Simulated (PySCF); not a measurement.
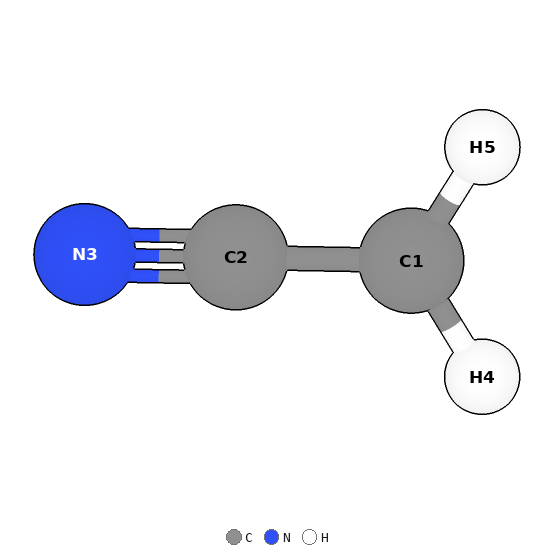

State: charge −1, singlet. The geometry was computed by an optimisation with PBE0-D3(BJ)/def2-SVP. No frequency run is at hand to confirm it as a minimum. Level of theory: B3LYP/pcJ-1 indirect spin-spin coupling, non-relativistic, gas phase (PySCF 2.14.0). Isotopes: 13C, 1H, 15N.

Give the spin–spin coupling constants of these pairs, with the number of bonds between them: C1/H5, C1/H4, C1/C2, C2/N3, C1/N3, C2/H4, C2/H5, H4/H5, N3/H4, N3/H5.

```tsv
pair	bonds apart	J (Hz)
C1, H5	1	173.8
C1, H4	1	173.5
C1, C2	1	106.3
C2, N3	1	−17.0
C1, N3	2	2.6
C2, H4	2	3.6
C2, H5	2	3.7
H4, H5	2	−2.8
N3, H4	3	−1.1
N3, H5	3	−1.1
```
